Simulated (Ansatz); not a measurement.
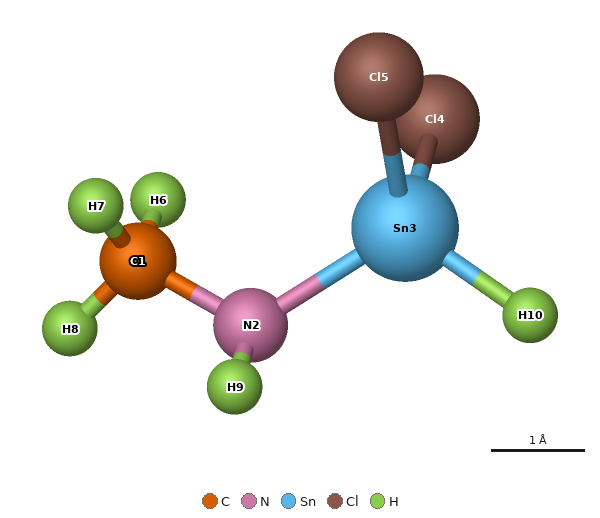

The structure (ball-and-stick view, seen at a tilt; atoms are numbered from 1 in the order of the input). Sticks mark near contacts.

**Two runs on CH₅Cl₂NSn**

System: CH₅Cl₂NSn, SMILES C[NH][SnH]([Cl])[Cl].
Method of run 1: RKS PBE0-D4/def2-TZVPP (Ansatz 0.2.0).

The geometry comes from this level: PBE0-D4/def2-TZVP. Text and figures count atoms from 1; the logs count them from 0 in places.

**The input, run 1**
```yaml
crystal:
  periodic: [false, false, false]
  atoms:
    - {symbol: C, position_ang: [-0.820558, -0.722803, 1.006107]}
    - {symbol: N, position_ang: [0.537969, -0.355118, 0.631975]}
    - {symbol: Sn, position_ang: [0.847611, 0.627720, -1.077571]}
    - {symbol: Cl, position_ang: [-0.132596, -0.682383, -2.710968]}
    - {symbol: Cl, position_ang: [-0.323398, 2.642946, -1.139966]}
    - {symbol: H, position_ang: [-1.311621, -1.210688, 0.161577]}
    - {symbol: H, position_ang: [-1.446641, 0.121464, 1.319062]}
    - {symbol: H, position_ang: [-0.790258, -1.448422, 1.823711]}
    - {symbol: H, position_ang: [1.042427, 0.053033, 1.408235]}
    - {symbol: H, position_ang: [2.480065, 0.923052, -1.419163]}
basis:
  gaussian: {orbitals: def2-TZVPP}
hamiltonian: {xc: pbe0, dispersion: d4}
output: {orbitals: {seedname: orbitals}}
```

Hardware: 4 CPU threads, shared host.

**Output (run 1)**
```
Functional definition: PBE0
  parameter a = 0.25
  parameter kappa = 0.804
  parameter beta = 0.06672455060314922
  exchange = (1 - a)*pbe_x(kappa = kappa, mu = beta*pi^2/3) + a*exact_x
  correlation = pbe_c(beta = beta)
1741 factors; their error is unknown
mean field evaluation 1: about -33469.9935 eV, gradient 6.3e1 eV
mean field evaluation 2: about -33445.0399 eV, gradient 1.1e2 eV
mean field evaluation 4: about -33478.2199 eV, gradient 7.2e0 eV
mean field evaluation 8: about -33478.3240 eV, gradient 1.5e-1 eV
mean field evaluation 16: about -33478.4554 eV, gradient 4.0e-4 eV
mean field -33478.45537873 eV, -1230.3105426563 hartree, gradient 7.5e-5 eV, S^2 0.000000; 0 other end points of the search recorded, 0 dependent functions left out
reference -33478.45541551 eV, -1230.3105440080 hartree; 37, 37 occupied and 229, 229 virtual orbitals, 1741 factors
Total energy: -33478.69702198 eV, -1230.3194228818 hartree
```

The input of run 2 differs as follows (lines with − go, lines with + come):
```diff
-  gaussian: {orbitals: def2-TZVPP}
+  gaussian: {orbitals: "def2-QZVPP.json"}
```

What does this change do to the results?

The total energy of run 2 is 22.2 kcal/mol lower, which measures the change of basis and not a stability. The LUMO goes from −1.35 to −1.42 eV. The basis functions go from 266 to 486.

**Output (run 2)**
```
Functional definition: PBE0
  parameter a = 0.25
  parameter kappa = 0.804
  parameter beta = 0.06672455060314922
  exchange = (1 - a)*pbe_x(kappa = kappa, mu = beta*pi^2/3) + a*exact_x
  correlation = pbe_c(beta = beta)
1857 factors; their error is unknown
mean field evaluation 1: about -33470.2528 eV, gradient 6.6e1 eV
mean field evaluation 2: about -33441.0844 eV, gradient 1.2e2 eV
mean field evaluation 4: about -33479.2081 eV, gradient 7.9e0 eV
mean field evaluation 8: about -33479.3285 eV, gradient 2.0e-1 eV
mean field evaluation 16: about -33479.4180 eV, gradient 2.8e-4 eV
mean field -33479.41797069 eV, -1230.3459172582 hartree, gradient 8.4e-5 eV, S^2 0.000000; 0 other end points of the search recorded, 0 dependent functions left out
reference -33479.41801087 eV, -1230.3459187349 hartree; 37, 37 occupied and 449, 449 virtual orbitals, 1857 factors
Total energy: -33479.65961733 eV, -1230.3547976087 hartree
```

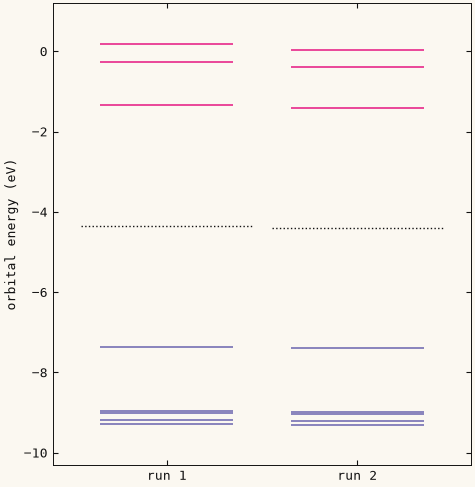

The five highest filled and three lowest empty orbital energies of the two runs; the dotted lines part filled from empty levels. The HOMO–LUMO gap is 6.02 eV in run 1 and 5.98 eV in run 2.

**The two runs side by side**

| quantity | run 1 | run 2 |
| --- | --- | --- |
| outcome | converged | converged |
| total energy (hartree) | −1230.319423 | −1230.354798 |
| HOMO (eV) | −7.37 | −7.40 |
| LUMO (eV) | −1.35 | −1.42 |
| basis functions | 266 | 486 |
| wall time (shared host) | 2.4 s | 6.5 s |
